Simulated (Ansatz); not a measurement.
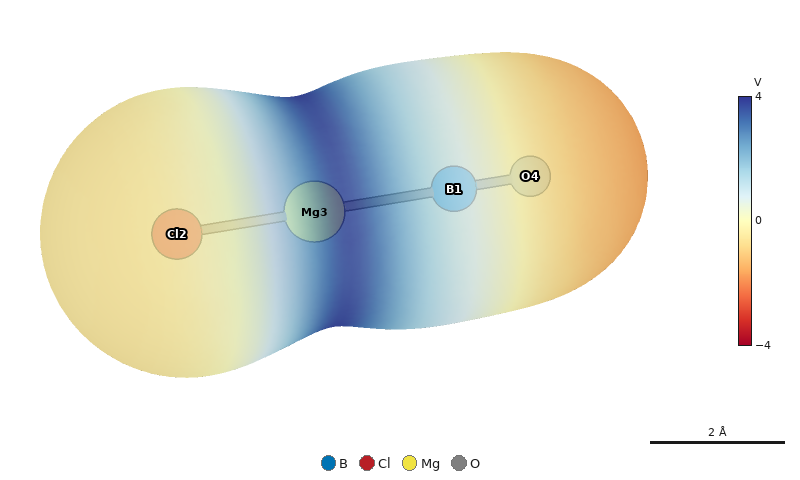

The picture shows: BClMgO. The molecular electrostatic potential painted on the density surface at 0.001 e/bohr³, seen at a tilt; the colour scale runs from red (negative) to blue (positive).

Geometry: PBE0-D4/def2-TZVP.

The calculation used isolated molecule in a Gaussian basis; Kohn-Sham density functional theory, functional PBE0 in Ansatz.

Describe the electrostatic potential map.

Answer. The most negative region (about −1.7 V, or −39 kcal/mol for a unit charge) lies over O4, the most positive (about +3.8 V, or +88 kcal/mol for a unit charge) over Mg3. O4 is the likeliest acceptor of a hydrogen bond.

How polar is the molecule by this calculation?

Answer. Its dipole moment is 1.62 D.
